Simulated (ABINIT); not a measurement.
# Beyond one shot: TaAgO3 (R3c)

How far does self-consistency move the gap of TaAgO3 (R3c)?

Method: LDA and many-body steps on it, plane waves, in ABINIT 10.8.3.

**The experiments to reproduce.**

- Gap 3.36 eV: indirect optical gap from Kubelka-Munk plot; UV-Vis diffuse reflectance; powder (pristine, solid-state reaction at 900 C) (“Fabrication of ILs-Assisted AgTaO3 Nanoparticles for the Water Splitting Reaction: The Effect of ILs on Morphology and Photoactivity”, 2020, pmc:7559565).

This is a report of a sequence of runs, with most program output left out.

## 1. Set-up

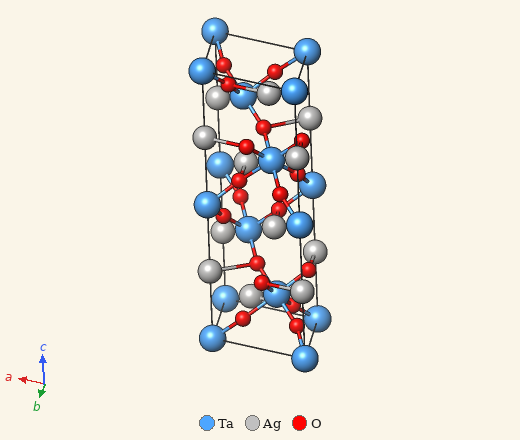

The starting structure, seen from a free direction (tantalum blue, silver light grey, oxygen red). This picture shows the conventional cell, with its axes. Bonds to atoms that aren't drawn are left out. Some periodic images of atoms are drawn too.

The cell and positions come from the Crystallography Open Database and are kept as given unless a step says otherwise. Spin-orbit coupling is left out unless a step names it.

## 2. Empty states on the mesh, 4×4×4 mesh, 125 bands

This step: ABINIT 10.8.3; DFT, LDA, plane waves, norm-conserving pseudopotentials.

The sums over transitions need many empty states on a uniform mesh; this step solves for them.

run.abi reads:

```
acell 3*1.0 Angstrom
rprim 
  2.764050000011 1.595825011582 4.571966666692
  -2.764050000011 1.595825011582 4.571966666692
  -0.000000000000 -3.191650023098 4.571966666716
ntypat 3
znucl 73 47 8
natom 10
typat 1 1 2 2 3 3 3 3 3 3
xred 
  0.000000000000 0.000000000000 0.000000000000
  0.500000000000 0.500000000000 0.500000000000
  0.249200000000 0.249200000000 0.249200000000
  0.749200000000 0.749200000000 0.749200000000
  0.810800000000 0.700900000000 0.241300000000
  0.241300000000 0.810800000000 0.700900000000
  0.700900000000 0.241300000000 0.810800000000
  0.741300000000 0.200900000000 0.310800000000
  0.200900000000 0.310800000000 0.741300000000
  0.310800000000 0.741300000000 0.200900000000
pp_dirpath "pseudos"
pseudos "Ta.upf, Ag.upf, O.upf"
ecut 39
ngkpt 4 4 4
nshiftk 1
shiftk 0 0 0
kptopt 1
chksymbreak 0
iscf -2
irdden 1
istwfk *1
nband 125
nbdbuf 10
tolwfr 1e-09
nstep 60
prtvol 0
indata_prefix "in"
outdata_prefix "out"
tmpdata_prefix "tmp"
```

Run with:

```bash
> OMP_NUM_THREADS=1 mpirun -n 4 abinit run.abi > log
```

Wall time 3.8 min (4 MPI ranks of Arm Neoverse V1, shared host); peak memory 0.66 GiB.

This step gave:

* gap: 1.976 eV
* k of the valence top: -0.25, 0.25, 0.25
* k of the conduction bottom: 0.5, 0.5, 0
* least direct gap: 2.048 eV
* k points computed: 13
* lowest point of the top converged band, above the valence top: 33.28 eV

On this mesh the gap is 1.976 eV.

The density comes from a self-consistent run that is not shown.

## 3. Screening, 4×4×4 mesh, 115 bands, screening to 89.8 eV

The RPA dielectric matrix is built and inverted for each q.

This step: RPA screening on LDA, plane waves, norm-conserving pseudopotentials.

Edit run.abi of step 2 so:

```diff
@@ -28,10 +28,11 @@
 chksymbreak 0
-iscf -2
-irdden 1
 istwfk *1
-nband 125
-nbdbuf 10
-tolwfr 1e-09
-nstep 60
-prtvol 0
+occopt 1
+irdwfk 1
+optdriver 3
+nband 115
+ecuteps 3.3
+inclvkb 2
+awtr 1
+symchi 1
 indata_prefix "in"
```

It took 10 min on 4 MPI ranks; peak memory 4.9 GiB; 42 min of CPU time.

This step gave:

```
ε∞ with local fields, on this mesh, along the program's q direction : 6.727
the same without local fields                                       : 6.980
plasma frequency                                                    : 33.76 eV
plane waves in the screening matrix                                 : 259
```

Local fields lower ε∞ by 4 %.

## 4. G0W0

The self-energy is evaluated for the states that the input lists, and the levels follow from it, in one-shot runs by the linearised quasiparticle equation.

This step: G0W0 on LDA, plane waves, norm-conserving pseudopotentials.

Edit run.abi of step 3 so:

```diff
@@ -31,8 +31,19 @@
 irdwfk 1
-optdriver 3
+optdriver 4
 nband 115
+gwcalctyp 0
+ecutsigx 39
+symsigma 1
+nkptgw 3
+kptgw 
+  -0.2500000000 0.2500000000 0.2500000000
+  0.5000000000 0.5000000000 0.0000000000
+  0.0000000000 0.0000000000 0.0000000000
+bdgw 
+  49 52
+  49 52
+  49 53
 ecuteps 3.3
-inclvkb 2
-awtr 1
-symchi 1
+irdscr 1
+ppmodel 1
 indata_prefix "in"
```

It took 54 s on 4 MPI ranks; peak memory 3.4 GiB; 3.6 min of CPU time.

Numbers from this step:

```yaml
g0w0_gap_on_the_points_computed: 3.704 eV
starting_gap_on_the_mesh: 1.976 eV
k_of_the_valence_top: 0, 0, 0
k_of_the_conduction_bottom: 0, 0, 0
z_at_the_valence_top: 0.779
z_at_the_conduction_bottom: 0.833
least_direct_g0w0_gap_on_the_computed_points: 3.704 eV
```

The gap on the mesh goes from 1.98 eV to 3.70 eV, a correction of +1.73 eV.

## 5. evGW0, cycle 1

This step: evGW0 on LDA, plane waves, norm-conserving pseudopotentials.

Edit run.abi of step 4 so:

```diff
@@ -33,14 +33,34 @@
 nband 115
-gwcalctyp 0
+gwcalctyp 10
 ecutsigx 39
 symsigma 1
-nkptgw 3
+nkptgw 13
 kptgw 
+  0.0000000000 0.0000000000 0.0000000000
+  0.2500000000 0.0000000000 0.0000000000
+  0.5000000000 0.0000000000 0.0000000000
+  0.2500000000 0.2500000000 0.0000000000
+  0.5000000000 0.2500000000 0.0000000000
+  -0.2500000000 0.2500000000 0.0000000000
+  0.5000000000 0.5000000000 0.0000000000
+  0.2500000000 0.2500000000 0.2500000000
+  0.5000000000 0.2500000000 0.2500000000
   -0.2500000000 0.2500000000 0.2500000000
-  0.5000000000 0.5000000000 0.0000000000
-  0.0000000000 0.0000000000 0.0000000000
+  0.5000000000 0.5000000000 0.2500000000
+  -0.2500000000 0.5000000000 0.2500000000
+  0.5000000000 0.5000000000 0.5000000000
 bdgw 
-  49 52
-  49 52
-  49 53
+  23 64
+  23 64
+  23 64
+  23 64
+  23 64
+  23 64
+  23 64
+  23 64
+  23 64
+  23 64
+  23 64
+  23 64
+  23 64
 ecuteps 3.3
```

The job ended after 48 min (4 MPI ranks; peak memory 9.9 GiB; 3.2 h of CPU time).

This step gave:

* quasiparticle gap on the mesh: 4.003 eV
* gap of the density functional on the mesh: 1.976 eV
* k of the valence top: 0, 0, 0
* k of the conduction bottom: 0, 0, 0
* Z at the valence top: 0.779
* Z at the conduction bottom: 0.833
* least direct quasiparticle gap on the computed points: 4.003 eV

Against G0W0 in ABINIT (4×4×4 mesh, 115 bands, screening to 89.8 eV, Godby-Needs plasmon pole), the gap moves by +0.299 eV. This first cycle still uses the starting levels; it takes the full correction, at all points of the mesh, and its linearised value is 3.704 eV.

## 6. evGW0, cycle 2

The corrected levels of the last cycle go back in.

Edit run.abi of step 5 so:

```diff
@@ -68,2 +68,3 @@
 ppmodel 1
+irdqps 1
 indata_prefix "in"
```

Run time: 46 min. Hardware: 4 MPI ranks; peak memory 9.9 GiB; 3.1 h of CPU time.

This step gave:

```
quasiparticle gap on the mesh                         : 3.950 eV
gap of the density functional on the mesh             : 1.976 eV
k of the valence top                                  : 0, 0, 0
k of the conduction bottom                            : 0, 0, 0
least direct quasiparticle gap on the computed points : 3.950 eV
```

Against the cycle before, the gap moves by −0.053 eV.

## 7. Side by side

Times are wall times on 4 MPI ranks of Arm Neoverse V1, shared host, good to a factor of about two. A run's time includes the screening step that it read.

```csv
run,mesh,bands,screening cutoff (eV),DFT gap (eV),gap on the mesh (eV),direct (eV),ε∞ used,time
G0W0,4×4×4,115,89.8,1.976,3.704,3.704,6.73,11 min
"evGW0, cycle 1",4×4×4,115,89.8,1.976,4.003,4.003,6.73,59 min
"evGW0, cycle 2",4×4×4,115,89.8,1.976,3.950,3.950,6.73,57 min
```

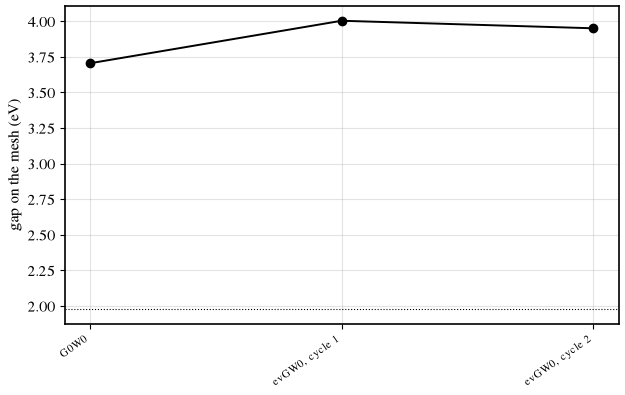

The gap through the cycles; the dotted line is the starting gap.

## 8. Summary of results

```json
{"G0W0": "3.704 eV", "evGW0, cycle 1": "4.003 eV", "evGW0, cycle 2": "3.950 eV", "known limits": "not at the basis limit; d shell near the gap, gap tends to lie low; no spin-orbit coupling"}
```

Only the bands that the input lists are updated; the others, empty or deep, keep the functional's energies or take a rigid shift. evGW0 ends at 3.95 eV, +0.25 eV from G0W0, after 2 cycles that took 1.6 h beside the first screening; the last moved the gap by 0.053 eV, so the loop had not settled. The first cycle of evGW0 takes the full correction, without the factor Z, so it overshoots the one-shot value. Against experiment, by evGW0, cycle 2: the gap of 3.95 eV lies +0.59 eV from the measured 3.36 eV (indirect, 2020). These are gaps on the mesh, at modest bands and cutoff. The calculation has static nuclei and no excitons; a measured gap holds zero-point and thermal motion, which mostly lowers it. Bands and cutoff are finite, so the gap is not at the basis limit. The miss can reach some tenths of an eV and take either sign; the mesh is an error of its own. A d shell, filled or nearly so, lies near the gap. One-shot GW converges very slowly in bands there, not always from below, and on a semilocal start the gap tends to come out low; starts rich in exact exchange can overshoot instead. The many-body steps are scalar-relativistic: spin-orbit coupling is not in them.

[Paths, hosts, dates, memory and timing lines, banners, echoed tables and standing remarks are left out of the program output.]

[Logs are printed without paths, hosts, clocks, repeated set-up lines and the standing remarks that a program may print on its own settings, such as how far it seeks lower states.]

[Runs of the session that timed out or met a known fault of the program may be left out.]

[Hosts, paths, dates, database ids (printed as entryN), source tags and the programs' standing remarks are cut or masked in the printed files.]

[G0W0 gaps are taken among the corrected bands and points alone; a level outside them can change the order at an edge.]

[Where Ansatz stands beside ABINIT at settings called matched, ABINIT's density can come from a denser mesh and the files from another edition; pairs whose starting gaps differed by over 0.03 eV were left out, so agreement reads better than it is.]
